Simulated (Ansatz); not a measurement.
# CAM-B3LYP/STO-3G run of P2H2 (phosphanylidenephosphane)

What is the electronic atomisation energy of P2H2 (phosphanylidenephosphane) at CAM-B3LYP/STO-3G? 

The results are computed with Ansatz 0.2.0.

34 further runs of the same task are left out: 34 set aside as unsound or not needed.

## (1) Starting point

The species is P2H2 (4 atoms), meant as a singlet with charge 0. As SMILES, `[H]/P=P/[H]`. The coordinates come from a GFN2-xTB relaxation.

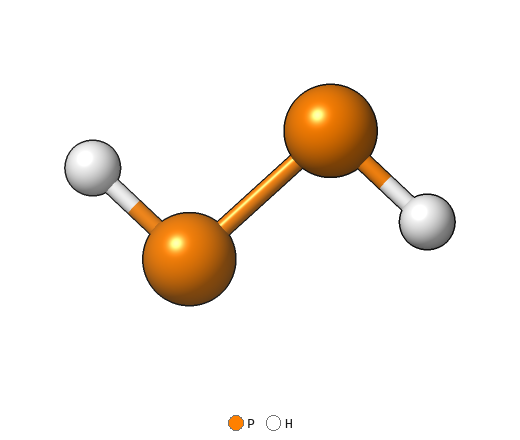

Viewed from a chosen angle; phosphorus orange, hydrogen white.

## (2) A single-point energy at CAM-B3LYP/STO-3G

Input file molecule.yaml:

```yaml
crystal:
  periodic: [false, false, false]
  atoms:
    - {symbol: P, position_ang: [-0.024370, -1.003630, 0.088350]}
    - {symbol: P, position_ang: [0.024420, 1.003540, -0.088260]}
    - {symbol: H, position_ang: [1.037260, -1.067570, 1.003320]}
    - {symbol: H, position_ang: [-1.037310, 1.067660, -1.003410]}
basis:
  gaussian:
    orbitals: STO-3G
accuracy: high
hamiltonian:
  xc: {name: CAM-B3LYP}
```

Run with:

```sh
ansatz run molecule.yaml --threads 1 --pin off --max-ram 2610MiB --events-out events.jsonl --progress --plain --runs-dir runs
```

The program printed:

```text
Warning: RAYON_NUM_THREADS=1 ignored (pool sized by the plan → 1); use --threads N
Functional definition: CAM-B3LYP
  name "CAM-B3LYP"
  parameter alpha = 0.19
  parameter beta = 0.46
  parameter omega = 0.33/bohr
  parameter ac = 0.81
  exchange = (1 - alpha - beta)*b88_x + beta*b88_x_sr(omega) + alpha*exact_x + beta*exact_x_lr(omega)
  correlation = (1 - ac)*vwn5_c + ac*lyp_c
346 factors; integrals over basis functions are off by at most 4.4e-9 eV
140 factors; integrals over basis functions are off by at most 1.1e-9 eV
mean field evaluation 1: about -18396.9577 eV, gradient 3.9e0 eV
mean field evaluation 2: about -18397.0195 eV, gradient 6.0e-1 eV
mean field evaluation 4: about -18396.9994 eV, gradient 1.5e-1 eV
mean field evaluation 8: about -18396.9996 eV, gradient 4.2e-5 eV
mean field evaluation 16: about -18396.9996 eV, gradient 1.2e-8 eV
mean field -18396.99956228 eV, -676.0772639797 hartree, gradient 1.2e-8 eV, S^2 0.000000; 0 other end points of the search recorded, 0 dependent functions left out
reference -18396.99957405 eV, -676.0772644122 hartree; 16, 16 occupied and 4, 4 virtual orbitals, 346 factors
Total energy: -18396.99957405 eV, -676.0772644122 hartree
```

It took 0.95 s on 1 thread of Arm Neoverse V2, shared host.

## (3) The H atom at the same level

Input file in.yaml:

```yaml
crystal:
  periodic: [false, false, false]
  atoms:
    - {symbol: H, position_ang: [0.000000, 0.000000, 0.000000]}
basis:
  gaussian:
    orbitals: STO-3G
magnetization:
  spin_polarized: true
  initial_magnetization: 1
hamiltonian:
  xc: {name: CAM-B3LYP}
accuracy: high
```

Run the same way, it converges to -0.46260 Eh (log not shown).

## (4) The P atom

Input file in.yaml:

```yaml
crystal:
  periodic: [false, false, false]
  atoms:
    - {symbol: P, position_ang: [0.000000, 0.000000, 0.000000]}
basis:
  gaussian:
    orbitals: STO-3G
magnetization:
  spin_polarized: true
  initial_magnetization: 3
accuracy: high
hamiltonian:
  xc: {name: CAM-B3LYP}
```

Run the same way, it converges to -337.34452 Eh (log not shown).

## (5) What came out

Level: CAM-B3LYP/STO-3G.

```
                     quantity          value
       molecule: total energy  -676.07726 Eh
         H atom: total energy    -0.46260 Eh
                 H atom: ⟨S²⟩          0.750
         P atom: total energy  -337.34452 Eh
                 P atom: ⟨S²⟩          3.750
electronic atomisation energy      12.600 eV
```

Taking the molecule apart into free atoms costs 12.60 eV (291 kcal/mol), before zero-point energy and without spin-orbit coupling. In a minimal basis such a difference can be off by several eV, whatever the method.
